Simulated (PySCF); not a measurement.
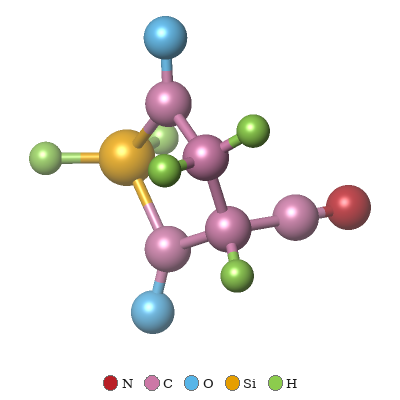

The molecule: C₅H₅NO₂Si, SMILES N#C[C@H]1CC(=O)[SiH2]C1=O.

Vertical TDDFT excitations, CAM-B3LYP/def2-SVPD in PySCF 2.14.0, at a GFN2-xTB geometry (no frequency check), gas phase.

**Predict the low-lying singlet excitations and the spectrum.**

The lowest singlet lies at 2.94 eV (422 nm, f = 0.001); the brightest of the first 8 is S5 at 6.13 eV (202 nm), f = 0.047, mainly HOMO → LUMO+2 (91 %). 1 singlet level lies below 3.1 eV (beyond 400 nm), with f up to 0.001, so absorption there is weak.


| state | E (eV) | λ (nm) | f | main character |
| --- | --- | --- | --- | --- |
| S1 | 2.94 | 422 | 0.001 | HOMO → LUMO (84 %) |
| S2 | 3.43 | 361 | 0.000 | HOMO−1 → LUMO (51 %) |
| S3 | 5.15 | 241 | 0.001 | HOMO → LUMO+1 (47 %) |
| S4 | 5.64 | 220 | 0.001 | HOMO−1 → LUMO+1 (76 %) |
| S5 | 6.13 | 202 | 0.047 | HOMO → LUMO+2 (91 %) |
| S6 | 6.42 | 193 | 0.004 | HOMO → LUMO+3 (88 %) |
| S7 | 6.71 | 185 | 0.000 | HOMO−2 → LUMO (84 %) |
| S8 | 6.81 | 182 | 0.028 | HOMO−1 → LUMO+2 (72 %) |

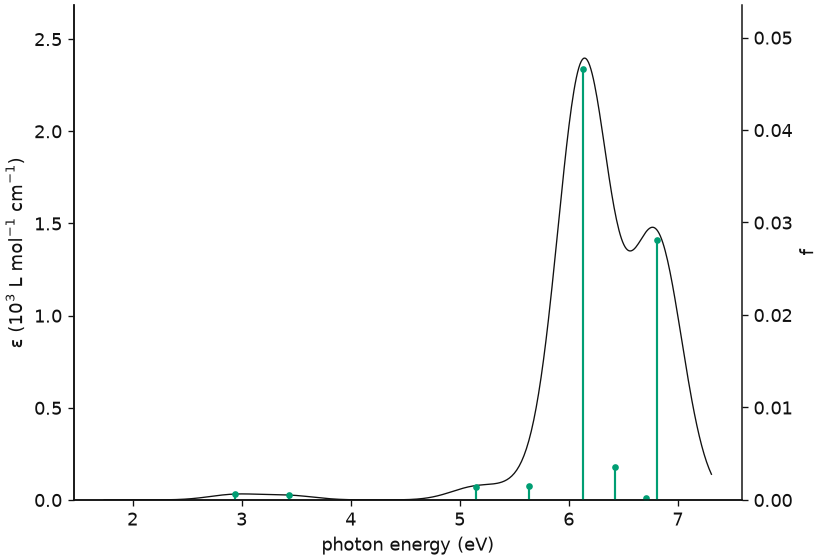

Only the first 8 singlet excitations are included; each is broadened by a Gaussian of 1/e half-width 0.33 eV. Sticks give oscillator strengths (right axis).

Known limits of this run: the tight-binding geometry is rougher than a DFT one and adds to the error; one conformer of a flexible molecule; core orbitals are frozen in the response.
